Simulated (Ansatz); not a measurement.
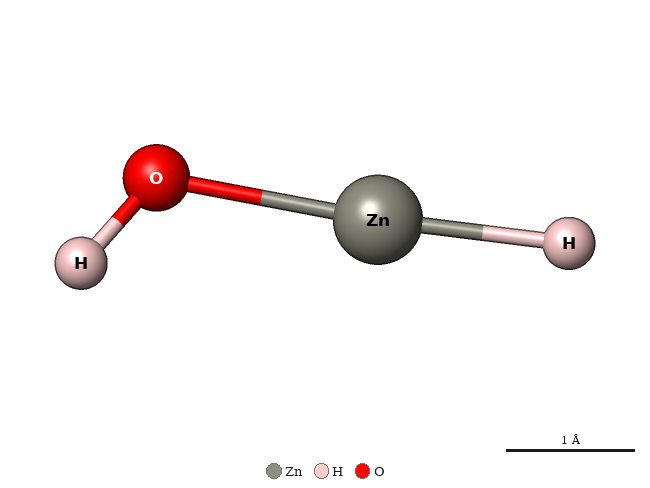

Starting geometry of the run.

Input file:

```yaml
crystal:
  periodic: [false, false, false]
  atoms:
    - {symbol: Zn, position_ang: [-0.773231, -1.379974, -0.947626]}
    - {symbol: H, position_ang: [0.141833, -2.195373, -1.836555]}
    - {symbol: O, position_ang: [-1.746399, -0.356352, 0.126638]}
    - {symbol: H, position_ang: [-2.683075, -0.543790, 0.194502]}
basis:
  gaussian: {orbitals: def2-TZVP}
hamiltonian: {xc: pbe0, dispersion: d4}
phonons: {temperatures: {t_min: 298.15, t_max: 900, t_step: 200}}
```

Command:

```sh
ansatz run in.yaml --threads 8 --pin off --events-out ev --progress --plain --max-ram 19148MiB
```

What the program printed (its end):

```
mean field -50491.46002224 eV, -1855.5269314767 hartree, gradient 1.9e-6 eV, S^2 0.000000; 0 other end points of the search recorded, 0 dependent functions left out
the calculation of the forces begins
reference -50491.46005179 eV, -1855.5269325626 hartree; 20, 20 occupied and 71, 71 virtual orbitals, 780 factors
Total energy: -50491.48993786 eV, -1855.5280308552 hartree
Atom 0 at    -0.773231    -1.379974    -0.947626 Å, force     0.000480    -0.000922    -0.000874 eV/Å
Atom 1 at     0.141833    -2.195373    -1.836555 Å, force     0.000109     0.000120     0.000073 eV/Å
Atom 2 at    -1.746399    -0.356352     0.126638 Å, force    -0.000874     0.000722     0.000802 eV/Å
Atom 3 at    -2.683075    -0.543790     0.194502 Å, force     0.000285     0.000080    -0.000002 eV/Å
Dipole moment:    -0.142986    -0.233826    -0.158706 e Å
Vibrations: 471.33 488.68 666.44 722.82 1985.09 3923.97 cm⁻¹, zero-point energy 0.511951 eV
```
